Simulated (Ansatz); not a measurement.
# A computed series for MgAl2C2: pressure series

The reference is MgAl2C2 (space group P-3m1, No. 164; a = 3.375 Å, c = 5.774 Å; a cell from a computed database, its experimental status unchecked).

Cell and atoms are relaxed at each pressure.

Method: PBEsol in Ansatz (plane waves to 420 eV, PAW, no SOC).

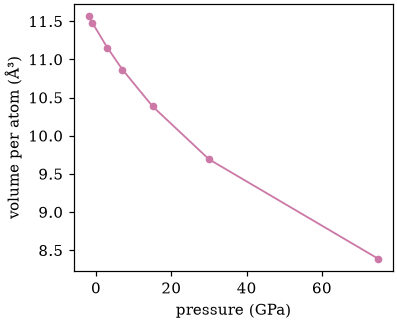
Figure. Volume against pressure

Task: Estimate the zero-pressure bulk modulus from the plot.

Result: About 140 GPa; a third-order Birch–Murnaghan fit to the points gives V₀ = 11.39 Å³/atom, B₀ = 135 GPa and B₀′ = 3.9.

Load acts through the strain it causes; cell and atoms are relaxed under it. No phonon test of stability was made. Competing high-pressure phases were not computed.

Ansatz is an electronic-structure program.
